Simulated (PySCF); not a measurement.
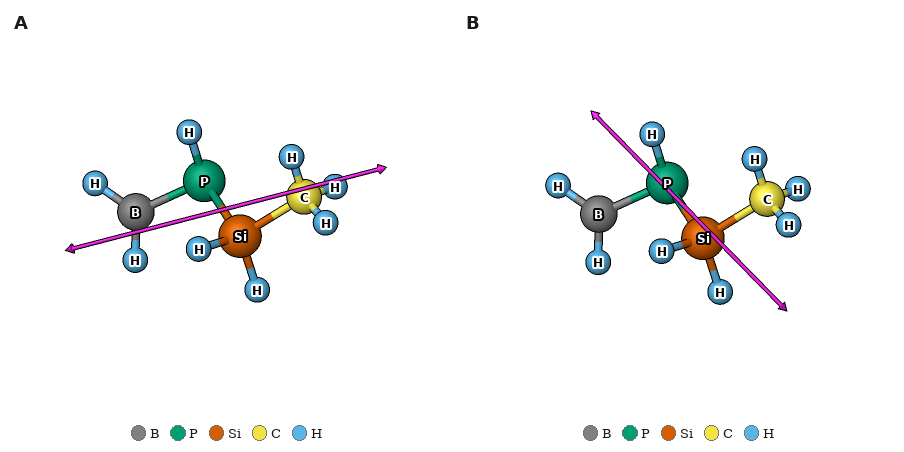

The double arrows show the directions of two transition dipoles from the ground state (lengths mean nothing). The geometry was computed by an optimisation with GFN2-xTB. No frequency run is at hand to confirm it as a minimum. Properties computed with TDDFT PBE0/def2-SVPD, vertical, gas phase, core orbitals frozen in the response (PySCF 2.14.0).

Question: One belongs to singlet state 3 and one to singlet state 5. Which is which?

Answer: A: state 3, 6.04 eV (205 nm), oscillator strength 0.015, mainly HOMO−2 → LUMO (weight 0.70).
B: state 5, 6.65 eV (186 nm), oscillator strength 0.020, mainly HOMO → LUMO+2 (weight 0.81).

The geometry is semi-empirical. Around B, P, Si such bond lengths and angles can be off by a tenth of an ångström or more and by several degrees, and values that hang on the shape move with them.
